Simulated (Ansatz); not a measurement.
Start from BaZrO$_{3}$ in the cubic perovskite structure (space group Pm-3m, No. 221; a = 4.1806 Å). Axes: x, y, z lie along the cube axes.

Structures relaxed with Ansatz (an electronic-structure program), PBEsol, PAW, cutoff 420 eV, scalar-relativistic without spin-orbit coupling.

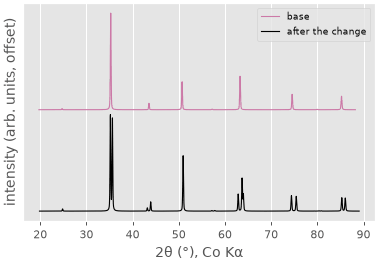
Simulated powder patterns before (top) and after one change

Problem. Which of these changes matches the shifts?
A. biaxial strain −2.50 %, plane normal [111], relaxed out of plane
B. biaxial strain −2.00 %, plane normal [111], relaxed out of plane
C. biaxial strain −1.00 %, plane normal [111], relaxed out of plane

Solution. C, biaxial strain −1.00 %, plane normal [111], relaxed out of plane. Its volume per atom is 14.44 Å³ against 14.61 Å³, and its space group is R-3m (No. 166).

Stability against distortions was not tested.
